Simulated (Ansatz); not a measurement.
# HNO2 (SMILES O=NO): levels of theory compared

Aim: a comparison of 6 runs (UHF/STO-3G, UB3LYP/STO-3G, UPBE0/STO-3G, wB97X/STO-3G, BCCD(T)/STO-3G, CCSDTQ/STO-3G) of HNO2. 

The results are computed with Ansatz 0.2.0.

61 further runs of the same task are left out: 1 that didn't finish, 60 set aside as unsound or not needed.

## (1) Starting point

HNO2: 4 atoms, total charge 0, spin state singlet. SMILES: `O=NO`. The O3–N2 distance was set to 3.493 Å, away from the relaxed value. At this shape a bond of the SMILES string is far longer than usual.

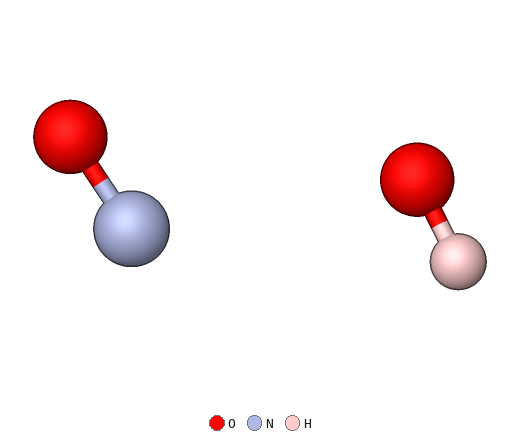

The structure, seen from a chosen angle (oxygen red, nitrogen light blue, hydrogen pink).

## (2) A single-point energy at UHF/STO-3G (run 1)

job.yaml reads:

```yaml
crystal:
  periodic: [false, false, false]
  atoms:
    - symbol: O
      position_ang: [1.437870, -1.233885, 2.742316]
    - symbol: N
      position_ang: [1.344370, -1.700515, 1.682426]
    - symbol: O
      position_ang: [-0.362650, 0.434660, -0.492650]
    - symbol: H
      position_ang: [-0.371140, -0.062490, -1.321980]
basis:
  gaussian:
    orbitals: STO-3G
magnetization:
  spin_polarized: true
hamiltonian:
  xc: hf
accuracy: high
```

On the command line:

```console
$ ansatz run job.yaml --threads 1 --pin off --max-ram 3480MiB --events-out events.jsonl --progress --plain --runs-dir runs
```

Output:

```text
Warning: RAYON_NUM_THREADS=1 ignored (pool sized by the plan → 1); use --threads N
Functional definition: HF
  name "HF"
  exchange = exact_x
  correlation = 0
243 factors; integrals over basis functions are off by at most 4.0e-8 eV
mean field evaluation 1: about -5477.1109 eV, gradient 2.0e1 eV
mean field evaluation 2: about -5477.1258 eV, gradient 2.0e1 eV
mean field evaluation 4: about -5478.6638 eV, gradient 1.5e1 eV
mean field evaluation 8: about -5351.8977 eV, gradient 5.0e1 eV
mean field evaluation 16: about -5485.6827 eV, gradient 3.0e-1 eV
mean field evaluation 32: about -5493.8876 eV, gradient 3.9e-2 eV
mean field evaluation 64: about -5491.6029 eV, gradient 1.2e1 eV
mean field evaluation 96: about -5493.8885 eV, gradient 3.2e-2 eV
mean field evaluation 128: about -5493.8856 eV, gradient 1.1e-1 eV
mean field evaluation 160: about -5493.8871 eV, gradient 2.0e-2 eV
mean field evaluation 192: about -5493.7488 eV, gradient 3.4e-1 eV
mean field evaluation 224: about -5493.8114 eV, gradient 1.0e0 eV
mean field evaluation 256: about -5493.6577 eV, gradient 5.5e-1 eV
mean field evaluation 288: about -5493.6693 eV, gradient 3.6e-1 eV
mean field evaluation 320: about -5493.7240 eV, gradient 2.6e-1 eV
mean field evaluation 352: about -5485.7615 eV, gradient 2.6e0 eV
mean field evaluation 384: about -5493.8529 eV, gradient 8.0e-1 eV
mean field -5493.89017281 eV, -201.8967399582 hartree, gradient 9.7e-9 eV, S^2 1.270014; 2 other end points of the search recorded, 0 dependent functions left out
reference -5493.89017281 eV, -201.8967399582 hartree; 12, 12 occupied and 4, 4 virtual orbitals, 243 factors
Total energy: -5493.89017281 eV, -201.8967399582 hartree
```

Wall time 0.28 s (1 thread of Intel Xeon 6975P-C (Granite Rapids), shared host).

## (3) The energy at UB3LYP/STO-3G (run 2)

job.yaml reads:

```yaml
crystal:
  periodic: [false, false, false]
  atoms:
    - {symbol: O, position_ang: [1.437870, -1.233885, 2.742316]}
    - {symbol: N, position_ang: [1.344370, -1.700515, 1.682426]}
    - {symbol: O, position_ang: [-0.362650, 0.434660, -0.492650]}
    - {symbol: H, position_ang: [-0.371140, -0.062490, -1.321980]}
basis:
  gaussian: {orbitals: STO-3G}
magnetization: {spin_polarized: true, initial_magnetization: 0}
hamiltonian: {xc: {name: B3LYP}}
accuracy: high
```

On the command line:

```console
$ ansatz run job.yaml --threads 1 --pin off --max-ram 3480MiB --events-out events.jsonl --progress --plain --runs-dir runs
```

Output, cut to the lines that bear on the results:

```text
Warning: RAYON_NUM_THREADS=1 ignored (pool sized by the plan → 1); use --threads N
Functional definition: B3LYP
  name "B3LYP"
[...]
243 factors; integrals over basis functions are off by at most 4.0e-8 eV
[...]
mean field -5517.89631666 eV, -202.7789494727 hartree, gradient 2.3e-8 eV, S^2 1.001528; 11 other end points of the search recorded, 0 dependent functions left out
reference -5517.89634036 eV, -202.7789503437 hartree; 12, 12 occupied and 4, 4 virtual orbitals, 243 factors
Total energy: -5517.89634036 eV, -202.7789503437 hartree
```

It took 16 s on 1 thread of Intel Xeon 6975P-C (Granite Rapids), shared host; peak memory 0.12 GiB.

Run 3 isn't shown in full; the table further down has it.

## (4) A single-point energy at wB97X/STO-3G (run 4)

input.yaml reads:

```yaml
crystal:
  periodic: [false, false, false]
  atoms:
    - symbol: O
      position_ang: [1.437870, -1.233885, 2.742316]
    - symbol: N
      position_ang: [1.344370, -1.700515, 1.682426]
    - symbol: O
      position_ang: [-0.362650, 0.434660, -0.492650]
    - symbol: H
      position_ang: [-0.371140, -0.062490, -1.321980]
basis:
  gaussian:
    orbitals: STO-3G
accuracy: high
magnetization:
  spin_polarized: false
  initial_magnetization: 0
hamiltonian:
  xc: {name: wB97X}
```

On the command line:

```console
$ ansatz run input.yaml --threads 1 --pin off --max-ram 3480MiB --events-out events.jsonl --progress --plain --runs-dir runs
```

Output, cut to the lines that bear on the results:

```text
Warning: RAYON_NUM_THREADS=1 ignored (pool sized by the plan → 1); use --threads N
Functional definition: wB97X
  name "wB97X"
[...]
      + exact_x_lr(omega)
[...]
      + integral(e_c_pw_opposite_spin*poly(b97_u_opposite, 1, cos1, cos2, cos3, cos4))
243 factors; integrals over basis functions are off by at most 4.0e-8 eV
132 factors; integrals over basis functions are off by at most 6.2e-10 eV
[...]
mean field -5513.80871614 eV, -202.6287329243 hartree, gradient 2.8e-8 eV, S^2 0.000000; 4 other end points of the search recorded, 0 dependent functions left out
reference -5513.80871499 eV, -202.6287328820 hartree; 12, 12 occupied and 4, 4 virtual orbitals, 243 factors
Total energy: -5513.80871499 eV, -202.6287328820 hartree
```

Wall time 4.2 s (1 thread of Intel Xeon 6975P-C (Granite Rapids), shared host); peak memory 0.21 GiB.

Run 5 isn't shown in full; the table further down has it.

## (5) A single-point energy at CCSDTQ/STO-3G (run 6)

input.yaml reads:

```yaml
crystal:
  periodic: [false, false, false]
  atoms:
    - {symbol: O, position_ang: [1.437870, -1.233885, 2.742316]}
    - {symbol: N, position_ang: [1.344370, -1.700515, 1.682426]}
    - {symbol: O, position_ang: [-0.362650, 0.434660, -0.492650]}
    - {symbol: H, position_ang: [-0.371140, -0.062490, -1.321980]}
basis:
  gaussian:
    orbitals: STO-3G
correlation:
  method: ccsdtq
  frozen_orbitals: {H: 0, "N": 1, O: 1}
accuracy: high
scf:
  omitted_lower_state_checks: [cluster_reference, increment]
```

On the command line:

```console
$ ansatz run input.yaml --threads 1 --pin off --max-ram 3480MiB --events-out events.jsonl --progress --plain --runs-dir runs
```

Output:

```text
Warning: RAYON_NUM_THREADS=1 ignored (pool sized by the plan → 1); use --threads N
[... 14 lines left out ...]
3 core orbitals not correlated: weight in the atoms' cores, before any rotation towards them, 1.000 or more for the frozen orbitals, at most 0.000 for the correlated occupied ones
[... 177 lines left out ...]
WARN: these amplitudes may be one of several solutions (largest doubles amplitude 1.00, level shift 20.12 eV)
Total energy: -5498.07276721 eV, -202.0504474674 hartree
Checks for a lower state left out: cluster_reference, increment
```

Wall time 17 s (1 thread of Intel Xeon 6975P-C (Granite Rapids), shared host); peak memory 0.15 GiB.

## (6) The series

```
run           level  frozen core orbitals  energy (Eh)  wall time
  1      UHF/STO-3G                     –  -201.896740     0.28 s
  2   UB3LYP/STO-3G                     –  -202.778950       16 s
  3    UPBE0/STO-3G                     –  -202.606089      9.9 s
  4    wB97X/STO-3G                     –  -202.628733      4.2 s
  5  BCCD(T)/STO-3G                     3  -202.074646     0.18 s
  6   CCSDTQ/STO-3G                     3  -202.050447       17 s
```

## (7) Outcome

```
                                          quantity          value
                               run 6: total energy  -202.05045 Eh
run 6: correlation energy (3 core orbitals frozen)     -455.4 mEh
                              run 6: T1 diagnostic          0.034
```

In words: Below the UHF energy at the same shape and in the same basis (STO-3G): BCCD(T) -177.9 mEh; CCSDTQ -153.7 mEh. Some of these start from another determinant than that one, so these aren't their correlation energies. Totals of different functionals can't be ranked against each other. In runs 5, 6 the log says that unrestricted orbitals would lower the reference, so the values rest on an unstable closed-shell determinant (other closed-shell runs at this shape may share the fault). In runs 1, 2, 3, 4, 5, 6 the basis is minimal, so the values are rough. In run 4 a closed-shell determinant meets a far-stretched bond, which it describes badly. Spin contamination of the reference: run 1 ⟨S²⟩ = 1.27, run 3 ⟨S²⟩ = 1.00, run 2 ⟨S²⟩ = 1.00. Where it is this large, the reference is a mixture of spin states, and values that rest on it are in doubt. All runs together took 47 s, the longest 17 s.
